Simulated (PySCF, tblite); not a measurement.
# C₆H₈NSi radical: geometry, infrared bands and EPR parameters

Aim: predict the infrared bands and EPR parameters of C₆H₈NSi radical (`C=CC1=NCC([SiH3])=[C]1`).

Computed with tblite 0.8.0 and PySCF 2.14.0, with density-fitted response routines of our own, on a single molecule in the gas phase. Atoms count from 0, in the outputs and in this text.

**1. The starting structure**

16 atoms, charge 0, multiplicity 2; geometry from: force field or distance geometry start.

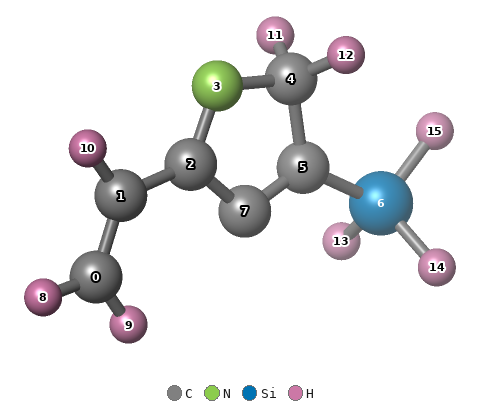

As it starts; carbon grey, nitrogen green, silicon blue, hydrogen pink, atoms numbered.

**2. Relaxing the molecule with GFN2-xTB**

Job settings and geometry (Å):

```
{"job": {"kind": "relax", "xc": "GFN2-xTB", "basis": "xTB"}, "charge": 0, "multiplicity": 2}
C      3.104300    -0.802000    -0.438500
C      2.526000     0.250900     0.167800
C      1.083900     0.418100     0.266700
N      0.476700     1.427200     0.841400
C     -1.014500     1.242800     0.734000
C     -1.149000    -0.025800    -0.033600
Si    -2.661100    -0.803700    -0.520200
C      0.061200    -0.425800    -0.252800
H      4.181500    -0.894700    -0.477700
H      2.508000    -1.583400    -0.906900
H      3.125100     1.018700     0.644400
H     -1.453600     1.180000     1.730600
H     -1.435300     2.102600     0.196900
H     -2.775800    -2.165200     0.070200
H     -2.757100    -0.923500    -1.991100
H     -3.827900    -0.007200    -0.042700
```

Launch:

```sh
OMP_NUM_THREADS=1 python probes_run.py task.json out
```

This one command runs all jobs of the session in turn.

Log:

```text
step      E/eV     max force
  0    -582.29397    3.659
  1    -582.54071    1.101
  2    -582.58506    0.694
  3    -582.60573    0.354
  4    -582.61988    0.328
  5    -582.62669    0.234
  6    -582.63246    0.232
  7    -582.63740    0.135
  8    -582.64059    0.131
  9    -582.64360    0.151
 10    -582.64561    0.142
 11    -582.64678    0.081
 12    -582.64759    0.066
 13    -582.64828    0.059
 14    -582.64873    0.053
 15    -582.64898    0.040
 16    -582.64919    0.051
 17    -582.64944    0.059
 18    -582.64966    0.042
 19    -582.64980    0.030
 20    -582.64991    0.029
 21    -582.65006    0.043
 22    -582.65028    0.051
 23    -582.65054    0.041
 24    -582.65079    0.040
 25    -582.65100    0.038
 26    -582.65121    0.055
 27    -582.65140    0.043
 28    -582.65153    0.031
 29    -582.65161    0.028
 30    -582.65171    0.045
 31    -582.65185    0.060
 32    -582.65203    0.053
 33    -582.65216    0.025
 34    -582.65222    0.017
 35    -582.65225    0.014
 36    -582.65228    0.015
 37    -582.65230    0.013
 38    -582.65234    0.019
 39    -582.65239    0.020
 40    -582.65245    0.022
 41    -582.65251    0.023
 42    -582.65257    0.018
 43    -582.65262    0.017
 44    -582.65267    0.021
 45    -582.65272    0.020
 46    -582.65275    0.014
 47    -582.65277    0.008
```

It took 0.29 s on 1 thread of INTEL XEON PLATINUM 8581C at 2.30GHz, shared host.

Step by step: (not every step is listed)

| step | energy from step 0 (eV) | largest force (eV/Å) |
| --- | --- | --- |
| 0 | 0.0000 | 3.6595 |
| 1 | -0.2467 | 1.1008 |
| 2 | -0.2911 | 0.6940 |
| 3 | -0.3118 | 0.3544 |
| 4 | -0.3259 | 0.3283 |
| 5 | -0.3327 | 0.2337 |
| 6 | -0.3385 | 0.2322 |
| 7 | -0.3434 | 0.1354 |
| 8 | -0.3466 | 0.1309 |
| 11 | -0.3528 | 0.0810 |
| 14 | -0.3548 | 0.0527 |
| 17 | -0.3555 | 0.0586 |
| 20 | -0.3559 | 0.0294 |
| 23 | -0.3566 | 0.0408 |
| 26 | -0.3572 | 0.0548 |
| 29 | -0.3576 | 0.0277 |
| 32 | -0.3581 | 0.0534 |
| 35 | -0.3583 | 0.0140 |
| 38 | -0.3584 | 0.0188 |
| 41 | -0.3585 | 0.0230 |
| 42 | -0.3586 | 0.0179 |
| 43 | -0.3587 | 0.0172 |
| 44 | -0.3587 | 0.0208 |
| 45 | -0.3588 | 0.0204 |
| 46 | -0.3588 | 0.0137 |
| 47 | -0.3588 | 0.0083 |

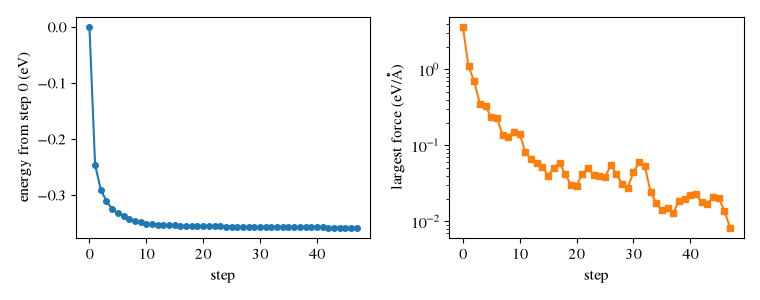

Energy and largest force along the relaxation.

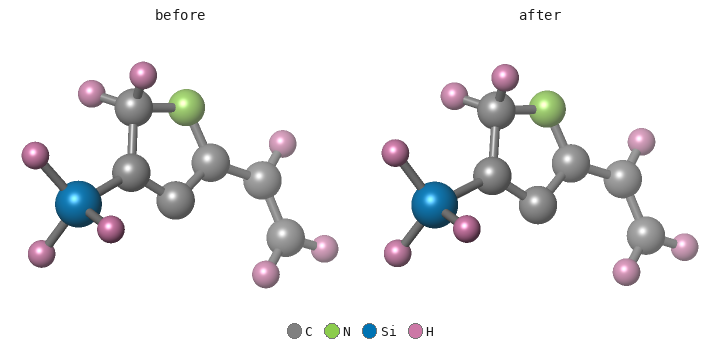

Before and after, at one scale.

Distances of close pairs at the start and the end, largest changes first:

| bond | before (Å) | after (Å) | change (Å) |
| --- | --- | --- | --- |
| C5–Si6 | 1.769 | 1.870 | +0.101 |
| N3–C4 | 1.506 | 1.446 | -0.060 |
| C5–C7 | 1.293 | 1.338 | +0.044 |
| Si6–H15 | 1.491 | 1.466 | -0.025 |
| Si6–H13 | 1.488 | 1.464 | -0.025 |
| C2–C7 | 1.424 | 1.447 | +0.023 |
| C4–C5 | 1.489 | 1.509 | +0.020 |
| C2–N3 | 1.310 | 1.291 | -0.020 |

The final coordinates are the input of the step that follows.

**3. Harmonic vibrations with GFN2-xTB**

Job settings and geometry (Å):

```
{"job": {"kind": "ir", "xc": "GFN2-xTB", "basis": "xTB"}, "charge": 0, "multiplicity": 2}
C      3.116392    -0.750858    -0.408727
C      2.529633     0.275850     0.194514
C      1.093526     0.415335     0.260431
N      0.487874     1.398255     0.837189
C     -0.939455     1.205143     0.705429
C     -1.124747    -0.080209    -0.062721
Si    -2.772297    -0.830784    -0.531273
C      0.122733    -0.501669    -0.297609
H      4.187073    -0.852205    -0.456572
H      2.530253    -1.526103    -0.876292
H      3.096306     1.063980     0.669446
H     -1.387204     1.159839     1.700998
H     -1.369662     2.063764     0.184748
H     -2.886684    -2.161073     0.068647
H     -2.867817    -0.918866    -1.989372
H     -3.823523     0.048545    -0.010247
```

Log:

```text
mode    cm-1     km/mol
  1     -52.3      0.06
  2      98.5      0.80
  3     117.0      0.49
  4     125.0      0.07
  5     218.7      1.29
  6     243.0      8.29
  7     352.4      7.42
  8     421.3     10.89
  9     477.6      4.78
 10     508.7     14.05
 11     545.6     68.65
 12     547.4     66.03
 13     641.5     45.61
 14     722.2      9.99
 15     780.8    168.01
 16     782.0    177.08
 17     787.3    485.63
 18     824.5      2.21
 19     868.5     28.54
 20     901.1      9.87
 21     929.3     13.30
 22    1008.0     23.56
 23    1010.2     22.60
 24    1050.7      0.15
 25    1052.1     25.66
 26    1081.2     32.41
 27    1174.4      5.23
 28    1252.1      3.97
 29    1305.2     96.34
 30    1375.8      8.16
 31    1396.0      8.33
 32    1539.6     10.98
 33    1586.5     60.74
 34    1669.8      5.72
 35    2243.7    316.41
 36    2260.7    398.79
 37    2264.2    172.95
 38    2942.6     11.19
 39    2966.0     18.11
 40    3079.6     12.63
 41    3094.8     12.02
 42    3131.3     39.55
```

It took 0.53 s on 1 thread of INTEL XEON PLATINUM 8581C at 2.30GHz, shared host.

The strongest bands and the atoms that carry them (share of the mass-weighted mode):

| cm⁻¹ | km/mol | atoms |
| --- | --- | --- |
| 546 | 68.7 | H13 36 %, H14 34 %, C5 11 % |
| 781 | 168.0 | H13 49 %, H14 44 % |
| 782 | 177.1 | H15 59 %, H14 20 %, H13 17 % |
| 787 | 485.6 | H15 38 %, H14 26 %, H13 25 % |
| 1305 | 96.3 | C2 53 %, C1 12 % |
| 2244 | 316.4 | H15 96 % |
| 2261 | 398.8 | H14 58 %, H13 38 % |
| 2264 | 172.9 | H13 58 %, H14 39 % |

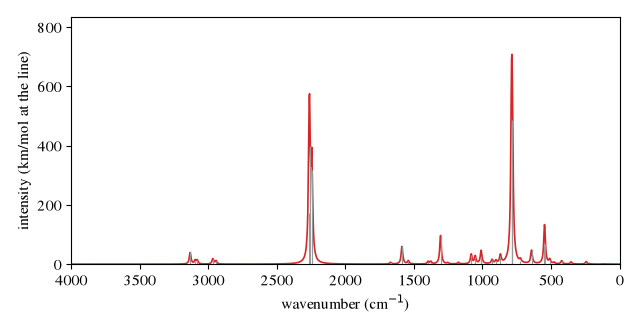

The infrared spectrum from these modes, unscaled. Lines are broadened to a width of 14 cm⁻¹ (Lorentzian).

**4. g tensor and hyperfine couplings: B3LYP/pcH-1**

Settings changed since step 3:

```diff
@@ -1,2 +1,2 @@
-{"job": {"kind": "ir", "xc": "GFN2-xTB", "basis": "xTB"}, "charge": 0, "multiplicity": 2}
+{"job": {"kind": "epr", "basis": "pcH-1"}, "charge": 0, "multiplicity": 2}
 C      3.116392    -0.750858    -0.408727
```

Level: UKS B3LYP, pcH-1 on C H N Si, non-relativistic, mean-field spin-orbit, GIAO.

Log:

```text
UKS, coarse grid
  cycle   1  E = -577.54138393  |g| = 3.05e-01
  cycle   2  E = -577.52074954  |g| = 3.78e-01
  cycle   3  E = -577.57624660  |g| = 1.50e-01
  cycle   4  E = -577.58570601  |g| = 4.70e-02
  cycle   5  E = -577.58679704  |g| = 1.76e-02
  cycle   6  E = -577.58694855  |g| = 8.01e-03
  cycle   7  E = -577.58699941  |g| = 2.28e-03
  cycle   8  E = -577.58701166  |g| = 1.80e-03
  cycle   9  E = -577.58701690  |g| = 8.10e-04
UKS, final grid
  cycle   1  E = -577.58701546  |g| = 1.15e-03
  cycle   2  E = -577.58701442  |g| = 2.09e-03
  cycle   3  E = -577.58701673  |g| = 2.71e-04
  cycle   4  E = -577.58701691  |g| = 3.43e-04
  cycle   5  E = -577.58701716  |g| = 1.05e-04
  cycle   6  E = -577.58701717  |g| = 4.40e-05
  cycle   7  E = -577.58701718  |g| = 3.05e-05
  cycle   8  E = -577.58701718  |g| = 1.56e-05
E = -577.58701718 Eh   <S^2> = 0.7592 (exact 0.7500)
g shifts (ppm)      1          2          3
  rmc          -172       -172       -172
  gc             40         13         18
  oz_so        -603        -58        351
  total        -735       -217        197
hyperfine (MHz)  atom isotope    a_iso     a_fc   dipolar eigenvalues
    0   13C       3.11       3.10     -2.16     -0.15      2.31
    1   13C      -4.49      -4.49     -0.98     -0.38      1.35
    2   13C      36.76      36.78    -10.99     -6.69     17.69
    3   14N      -1.67      -1.66     -4.57     -1.86      6.44
    4   13C      92.76      92.78     -7.17     -5.71     12.88
    5   13C      50.89      50.89    -19.84      2.52     17.31
    6  29Si     -19.22     -19.24     -3.98      1.90      2.08
    7   13C     404.29     404.42    -77.09    -57.76    134.85
    8    1H       2.46       2.46     -1.44     -0.99      2.43
    9    1H       3.64       3.64     -5.65     -3.82      9.47
   10    1H      -0.97      -0.97     -1.75     -1.38      3.12
   11    1H      -5.29      -5.29     -3.98     -1.79      5.76
   12    1H      -5.26      -5.26     -3.98     -1.79      5.76
   13    1H      -4.79      -4.79     -1.82     -1.63      3.45
   14    1H      -4.84      -4.84     -1.81     -1.62      3.43
   15    1H       1.68       1.68     -1.10     -0.81      1.90
```

Wall time 79 s (1 thread of INTEL XEON PLATINUM 8581C at 2.30GHz, shared host); peak memory 0.97 GiB.

Principal g values 2.00158, 2.00210, 2.00252; g(iso) = 2.00207, against 2.00232 for a free electron.

Hyperfine couplings; where a row names several nuclei, a(iso) is their mean (it holds for fast rotation or exchange) and the dipolar term the largest among them:

| nuclei | isotope | a(iso) (MHz) | a(iso) (G, at g = 2.0023) | largest dipolar term (MHz) |
| --- | --- | --- | --- | --- |
| C7 | 13C | 404.3 | 144.3 | 134.8 |
| C4 | 13C | 92.8 | 33.1 | 12.9 |
| C5 | 13C | 50.9 | 18.2 | -19.8 |
| C2 | 13C | 36.8 | 13.1 | 17.7 |
| Si6 | 29Si | -19.2 | -6.9 | -4.0 |
| H11, H12 | 1H | -5.3 | -1.9 | 5.8 |
| C1 | 13C | -4.5 | -1.6 | 1.4 |
| H9 | 1H | 3.6 | 1.3 | 9.5 |
| C0 | 13C | 3.1 | 1.1 | 2.3 |
| H13, H14, H15 | 1H | -2.6 | -0.9 | 3.5 |
| H8 | 1H | 2.5 | 0.9 | 2.4 |
| N3 | 14N | -1.7 | -0.6 | 6.4 |
| H10 | 1H | -1.0 | -0.3 | 3.1 |

Mulliken spin populations:

C0 0.00; C1 0.00; C2 -0.01; N3 0.07; C4 0.07; C5 -0.12; Si6 0.01; C7 0.98; H8 0.00; H9 0.00; H10 0.00; H11 0.00; H12 0.00; H13 0.00; H14 0.00; H15 0.00

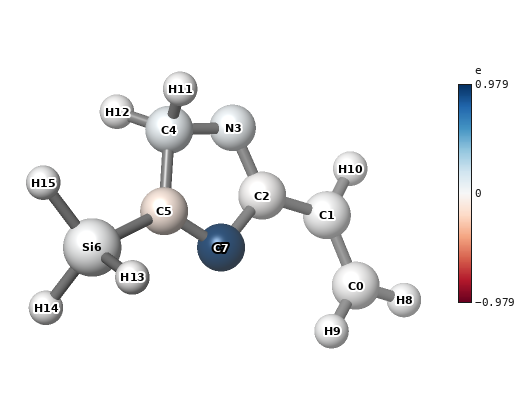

Mulliken spin populations, as colours on the atoms.

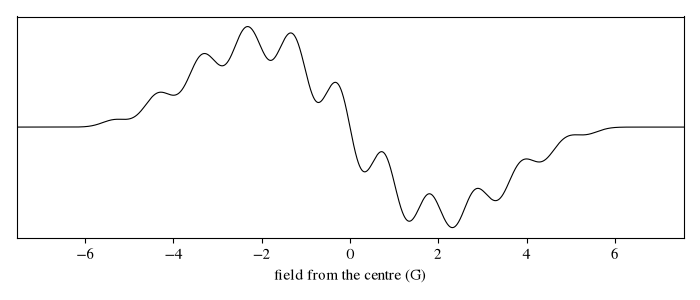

First-order isotropic spectrum (first derivative, main isotopes with spin only, couplings over 0.8 MHz, Gaussian width 0.3 G; couplings of the frozen geometry, rotation of groups not averaged beyond the rows shown).

Orbitals, density, ELF and potential are computed afterwards from the orbital file.

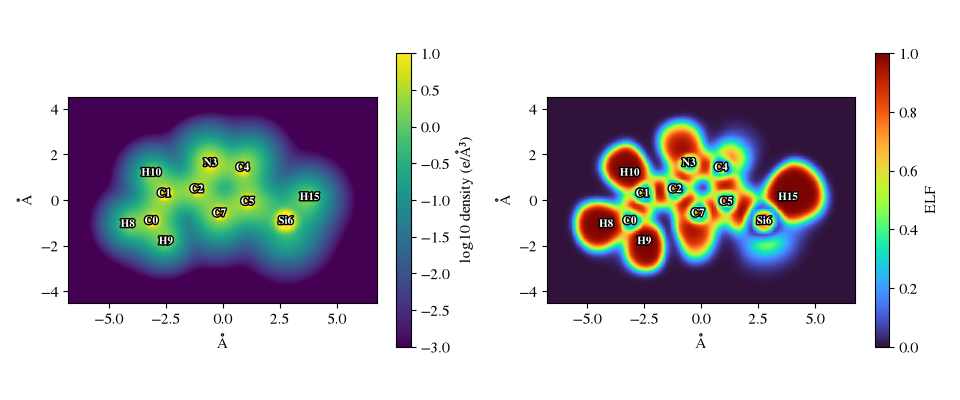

Density (left) and ELF (right) in a plane through or near 12 of the atoms.

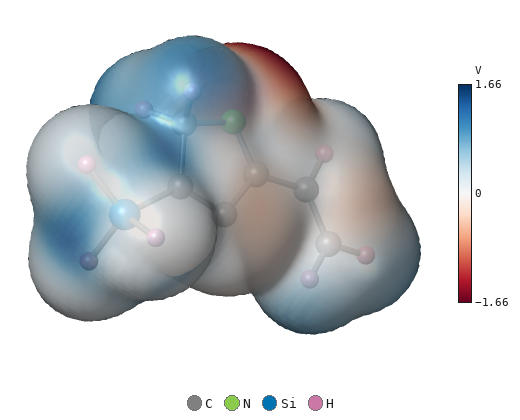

Electrostatic potential on the surface of density 0.002 e/bohr³; red is low, blue high. It runs from -1.66 V near N3 to 1.13 V near H15.

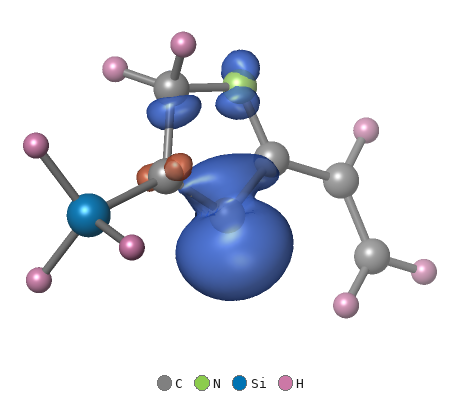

Spin density at ±0.05 e/Å³ (alpha excess blue, beta excess red).

**5. Results**

| quantity | value |
| --- | --- |
| strongest single infrared mode (GFN2-xTB) | 787 cm⁻¹, 486 km/mol |
| zero-point energy (GFN2-xTB) | 70.6 kcal/mol |
| g(iso) (B3LYP) | 2.00207 |
| ⟨S²⟩ | 0.759 (exact 0.75) |
| largest a(iso) (averaged by class) | 13C on C7, 404.3 MHz |
| potential on the surface of density 0.002 e/bohr³, 1st and 99th percentile | -1.66 V and 1.13 V |

The optimisation took 47 steps and gained 0.359 eV; among the close pairs (by a distance rule), C5–Si6 changed most, from 1.769 to 1.870 Å. The lowest mode is imaginary (52i cm⁻¹), so the xTB geometry is not a minimum: the zero-point energy counts the real modes alone, and all values at this geometry belong to a saddle point. The strongest single mode, at 787 cm⁻¹, has its largest shares on H15, H14 and H13 (the list is cut at 3 atoms). GFN2-xTB is a fitted tight-binding method: band positions and strengths are rough. Its intensities can rank the bands wrongly. Most of the unpaired spin sits on C7 (0.98 e). The isotropic g lies 0.3 ppt below the free-electron value. These values are for one conformer; the search (at its own cheap level) found 1 more, at 0.92 kcal/mol, and measured spectra average over such forms.
